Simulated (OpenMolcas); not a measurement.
**SiH2O2F2 (SMILES O[Si](O)(F)F): levels of theory compared**

Wanted: a comparison of 6 runs (B3LYP/6-31G*, M06-L/def2-SVP, PBE0/def2-SVP, r2SCAN/def2-SVP, MP2/def2-SVP, CCSD(T)/def2-SVP) of SiH2O2F2. 

Program for the calculation: OpenMolcas 26.06.

1 further run of the same task is left out (set aside as unsound or not needed).

### 1 The system as given

SiH2O2F2: 7 atoms, total charge 0, spin state singlet. SMILES: `O[Si](O)(F)F`. The shape is that of a PBE0-D4/def2-TZVP optimisation. This is one conformer, not always the lowest.

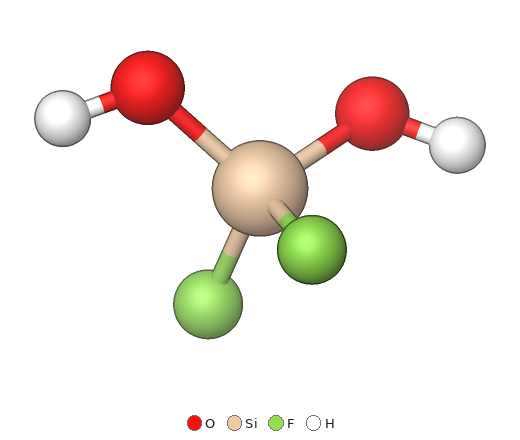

Viewed from a chosen angle; oxygen red, silicon light orange, fluorine green, hydrogen white.

### 2 Energy and forces at B3LYP/6-31G(d) (spherical functions) (run 1)

File test.input:

```
>>> EXPORT MOLCAS_PRINT=2

&GATEWAY
  BasLib=$CurrDir
  BasisSet
  O.6-31Gs....
  O1 -1.123000 0.443800 0.890500 angstrom
  O3 1.321200 -0.386600 0.646700 angstrom
  End of Basis
  BasisSet
  Si.6-31Gs....
  Si2 -0.011100 -0.018100 -0.177300 angstrom
  End of Basis
  BasisSet
  F.6-31Gs....
  F4 -0.483500 -1.262700 -1.033600 angstrom
  F5 0.238000 1.131800 -1.236100 angstrom
  End of Basis
  BasisSet
  H.6-31Gs....
  H6 -1.829300 1.022300 0.602200 angstrom
  H7 1.948900 -0.998500 0.262000 angstrom
  End of Basis

&SEWARD
  GridInput
  Grid=UltraFine
  End of Grid

&SCF
  KSDFT=B3LYP
  Thresholds=1e-10 1e-07 1e-07 1e-05
  PrOrbitals=0

&ALASKA
```

The basis set 6-31G* is read from a file made from the Basis Set Exchange's data (not shown).

Started as:

```sh
$ export MOLCAS_MEM=1860
$ pymolcas test.input > test.log
```

Standard output:

```text
--- Start Module: gateway ---
[...]
--- Stop Module: gateway /rc=_RC_ALL_IS_WELL_ ---
[...]
      Basis functions           78
[...]
--- Start Module: scf ---
[...]
       Convergence after  12 Iterations
[...]
::    Total KS-DFT energy                            -641.0305972063
[...]
      Total spin, S                                     0.0000000000
[...]
      Total electronic charge=   50.000000
      Total            charge=   -0.000000
[...]
      Dipole Moment (debye):
      Origin of the operator (angstrom)=   -0.0168   -0.0205   -0.2263
                   X= -5.4682E-02               Y= -2.3307E-02               Z= -4.7074E-01           Total=  4.7447E-01
      Quadrupole Moment (debye*angstrom):
[...]
--- Stop Module: scf /rc=_RC_ALL_IS_WELL_ ---
[...]
--- Start Module: alaska ---
[...]
 *              Molecular gradients               *
 **************************************************
  Irreducible representation: a
 ------------------------------------------------------------------------------------------
                              X                       Y                       Z
 ------------------------------------------------------------------------------------------
  O1                3.83379533208128E-03    7.90018162641459E-04   -1.25826583095936E-02
  O3               -6.54683139821799E-03   -2.05114338850798E-03   -1.12760244666035E-02
  SI2               5.65030512802434E-05    3.20001760281963E-05    2.89773724301279E-04
  F4                3.99160310422264E-03    1.14923550376780E-02    7.78915847137540E-03
  F5               -1.97791015797488E-03   -1.06424417616964E-02    9.57902265548682E-03
  H6                5.75834045172297E-03   -5.00107920017578E-03    2.70257452944977E-03
  H7               -5.11550038325970E-03    5.38029097373505E-03    3.49815339552029E-03
 ------------------------------------------------------------------------------------------
--- Stop Module: alaska /rc=_RC_ALL_IS_WELL_ ---
[...]
```

It took 15 s on 1 thread of Intel Xeon 6975P-C (Granite Rapids), shared host; peak memory 0.44 GiB.

### 3 Energy and forces at M06-L/def2-SVP (run 2)

File job.inp:

```
&GATEWAY
BASLIB=$CurrDir
COORD
7
angstrom
O       -1.123000       0.443800       0.890500
Si      -0.011100      -0.018100      -0.177300
O        1.321200      -0.386600       0.646700
F       -0.483500      -1.262700      -1.033600
F        0.238000       1.131800      -1.236100
H       -1.829300       1.022300       0.602200
H        1.948900      -0.998500       0.262000
BASIS=def2-SVP
GROUP=NoSym
&SEWARD
GRIDINPUT
Grid=UltraFine
End of Grid
&SCF
KSDFT=M06L
THRESHOLDS=1e-10 1e-07 1e-07 1e-05
PRORBITALS=1
&ALASKA
```

The basis set def2-SVP is read from a file made from the Basis Set Exchange's data (not shown).

Started as:

```sh
$ export MOLCAS_MEM=1860
$ pymolcas job.inp > job.log
```

Standard output:

```text
--- Start Module: gateway ---
[...]
--- Stop Module: gateway /rc=_RC_ALL_IS_WELL_ ---
[...]
      Basis functions           84
[...]
--- Start Module: scf ---
[...]
       Convergence after  12 Iterations
[...]
::    Total KS-DFT energy                            -640.6360592217
[...]
      Total spin, S                                     0.0000000000
[...]
      Total electronic charge=   50.000000
      Total            charge=   -0.000000
[...]
      Dipole Moment (debye):
      Origin of the operator (angstrom)=   -0.0168   -0.0205   -0.2263
                   X= -3.1240E-02               Y= -1.3309E-02               Z= -2.6963E-01           Total=  2.7176E-01
      Quadrupole Moment (debye*angstrom):
[...]
--- Stop Module: scf /rc=_RC_ALL_IS_WELL_ ---
[...]
--- Start Module: alaska ---
[...]
 *              Molecular gradients               *
 **************************************************
  Irreducible representation: a
 ------------------------------------------------------------------------------------------
                              X                       Y                       Z
 ------------------------------------------------------------------------------------------
  O1                6.85867087601721E-03   -2.22386616325165E-03   -9.18783008372870E-03
  SI2              -1.19910231074505E-03   -5.00951319034507E-04   -1.04703759335461E-02
  O3               -8.74531084209274E-03    1.31688271352881E-03   -7.59344474925960E-03
  F4                6.05856757266032E-03    1.60305442092081E-02    1.14256907872914E-02
  F5               -3.10029259152866E-03   -1.47855980785536E-02    1.40226465598907E-02
  H6                1.59235947527137E-03   -1.34648783093727E-03    7.72687919137205E-04
  H7               -1.46489217950840E-03    1.50947646903887E-03    1.03062550018063E-03
 ------------------------------------------------------------------------------------------
--- Stop Module: alaska /rc=_RC_ALL_IS_WELL_ ---
[...]
```

It took 18 s on 1 thread of Intel Xeon 6975P-C (Granite Rapids), shared host; peak memory 0.47 GiB.

Runs 3 to 5 aren't shown in full; the table further down has their settings and results.

### 4 The energy at CCSD(T)/def2-SVP (run 6)

File mol.inp:

```
&gateway
  baslib = $CurrDir
  coord
  7
  angstrom
  O       -1.123000       0.443800       0.890500
  Si      -0.011100      -0.018100      -0.177300
  O        1.321200      -0.386600       0.646700
  F       -0.483500      -1.262700      -1.033600
  F        0.238000       1.131800      -1.236100
  H       -1.829300       1.022300       0.602200
  H        1.948900      -0.998500       0.262000
  basis = def2-SVP
  group = NoSym

&seward

&scf
  thresholds = 1e-10 1e-07 1e-07 1e-05
  prorbitals = 1 1

&rasscf
  fileorb = $Project.ScfOrb
  spin = 1
  nactel = 0 0 0
  inactive = 25
  ras2 = 0
  outorbitals = Canonical
  orblisting = Nothing

&motra
  jobiph
  frozen = 9

&ccsdt
  cct
  triples = 2
  iterations = 80
  accuracy = 1e-08
  extrapolation = 5 4
```

The basis set def2-SVP is read from a file made from the Basis Set Exchange's data (not shown).

Started as:

```sh
$ export MOLCAS_MEM=1860
$ pymolcas mol.inp > mol.log
```

Standard output:

```text
--- Start Module: gateway ---
[...]
--- Stop Module: gateway /rc=_RC_ALL_IS_WELL_ ---
[...]
      Basis functions           84
[...]
       Convergence after  12 Iterations
[...]
::    Total SCF energy                               -638.5635240766
[...]
      Total spin, S                                     0.0000000000
[...]
      Number of active orbitals                  0
[...]
      Spin quantum number                      0.0
[...]
      Active orbitals                            0
[...]
      Number of CSFs                             1
[...]
      Number of root(s) required                 1
[...]
      Convergence after  4 iterations
[...]
      Natural orbitals and occupation numbers for root  1
      ************************************************************************************************************************
      *                                                    Final results                                                     *
      ************************************************************************************************************************
[...]
::    RASSCF root number  1 Total energy:   -638.56352408
[...]
      Total electronic charge=   50.000000
      Total            charge=   -0.000000
[...]
      Dipole Moment (debye):
      Origin of the operator (angstrom)=   -0.0168   -0.0205   -0.2263
                   X= -4.3672E-02               Y= -1.8570E-02               Z= -3.7665E-01           Total=  3.7962E-01
      Quadrupole Moment (debye*angstrom):
[...]
--- Start Module: motra ---
[...]
      *** WARNING: Default frozen orbitals is overwritten by user input.
      *** Default values:   6
[...]
--- Stop Module: motra /rc=_RC_ALL_IS_WELL_ ---
--- Start Module: ccsdt ---
[...]
      Convergence after                    14  Iterations
      Total energy (diff) :    -639.40612518      -0.00000000
[...]
 METHOD                       : CCSD+T(CCSD)+<T3(1)WT1> = CCSD(T)
[...]
       CCSD     =      -639.4061251767309
[...]
--- Stop Module: ccsdt /rc=_RC_ALL_IS_WELL_ ---
[...]
```

It took 48 s on 1 thread of Intel Xeon 6975P-C (Granite Rapids), shared host; peak memory 0.47 GiB.

### 5 All runs side by side

```
run                               level      task  integration grid  energy (Eh)  dipole moment (D) of the reference  HOMO energy (eV)  LUMO energy (eV)  wall time
  1  B3LYP/6-31G* (spherical functions)  gradient         UltraFine  -641.030597                                0.47             -9.40              0.60       15 s
  2                      M06-L/def2-SVP  gradient         UltraFine  -640.636059                                0.27             -8.47              0.52       18 s
  3                       PBE0/def2-SVP  gradient         UltraFine  -640.214402                                0.30             -9.88              0.85       14 s
  4                     r2SCAN/def2-SVP  gradient         UltraFine  -640.504744                                0.31             -8.46              0.64       18 s
  5                        MP2/def2-SVP    energy                 –  -639.391255                                0.38            -14.82              4.07      4.2 s
  6                    CCSD(T)/def2-SVP    energy                 –  -639.419962                                0.38            -14.82              4.07       48 s
```

### 6 Outcome

```
                                          quantity          value
                               run 6: total energy  -639.41996 Eh
         run 6: dipole moment (mean-field density)         0.38 D
        run 6: HOMO energy (Hartree–Fock orbitals)      -14.82 eV
        run 6: LUMO energy (Hartree–Fock orbitals)        4.07 eV
      run 6: HOMO–LUMO gap (Hartree–Fock orbitals)       18.89 eV
run 6: correlation energy (9 core orbitals frozen)     -856.4 mEh
                             run 6: (T) correction     -13.84 mEh
```

In words: Over runs 1, 2, 3, 4 the dipole moment (its size) runs from 0.27 D (M06-L/def2-SVP) to 0.47 D (B3LYP/6-31G*). The two ends differ in method and basis. Over runs 1, 2, 3, 4 the HOMO–LUMO gap runs from 9.00 eV (M06-L/def2-SVP) to 10.74 eV (PBE0/def2-SVP). Totals of different functionals can't be ranked against each other. All runs together took 1.9 min, the longest 48 s.
